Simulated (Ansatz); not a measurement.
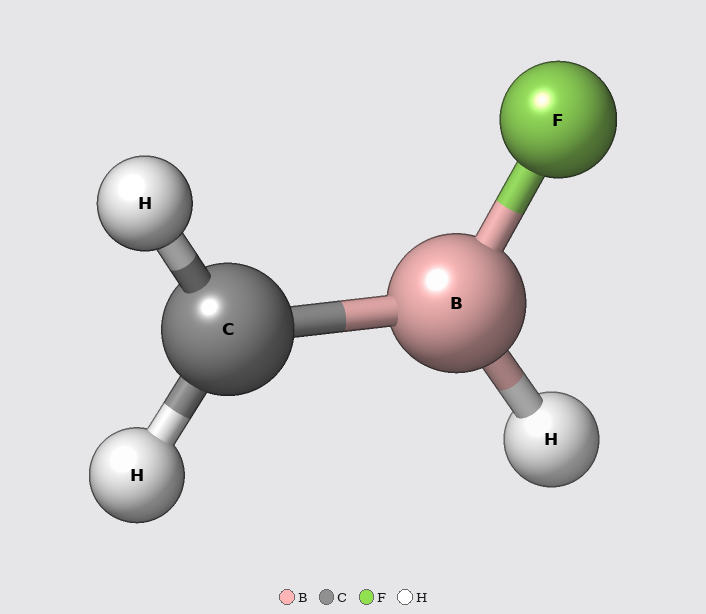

The species is neutral and a spin doublet.

Give the formula.

CH₃BF, 6 atoms: 1 carbon, 3 hydrogen, 1 boron and 1 fluorine.

What is the point group of this geometry?

Cs.

More results for the same structure follow; atom numbers are the same in all pictures, views and colours differ. The computed structure is the end point of a PBE0-D4/def2-TZVP optimisation. No frequency run is at hand to confirm it as a minimum.

**Dipole moment**

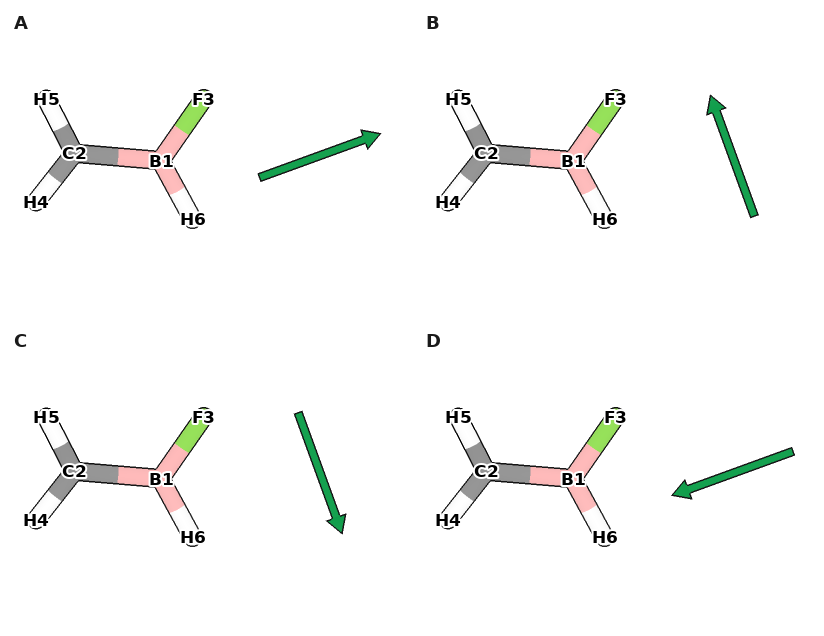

The same molecule four times, each with an arrow. No frequency run is at hand to confirm it as a minimum. Level of theory: UKS PBE0-D4/def2-TZVP (Ansatz 0.2.0).

Which arrow points along the dipole moment, from the negative to the positive end?

D. The dipole moment is 1.64 D; it points from the side of F3 to the side of H4 (the outermost atoms at the two ends).

**Charges**

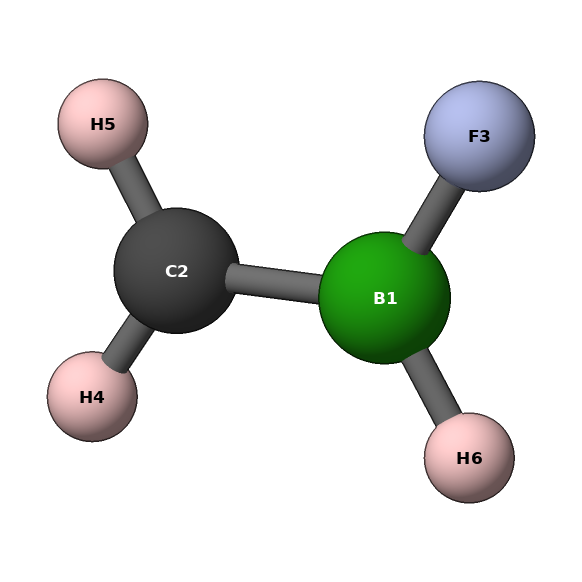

The questions are on Mulliken charges. No frequency run is at hand to confirm it as a minimum. Method: UKS PBE0-D4/def2-TZVP (Ansatz 0.2.0).

Give the Mulliken charges atom by atom.

```
atom  value (e)
  B1       0.26
  C2      −0.29
  F3      −0.24
  H4       0.14
  H5       0.15
  H6      −0.01
```

**Electronic properties**

No frequency run is at hand to confirm it as a minimum. Properties computed with UHF-CCSD(T), frozen core/def2-TZVPP (Ansatz 0.2.0).

What is the ⟨S²⟩ of the determinant?

0.758.

Estimate the T1 diagnostic.

0.013.

Mulliken values depend strongly on the basis set and can even reverse the polarity of a bond.
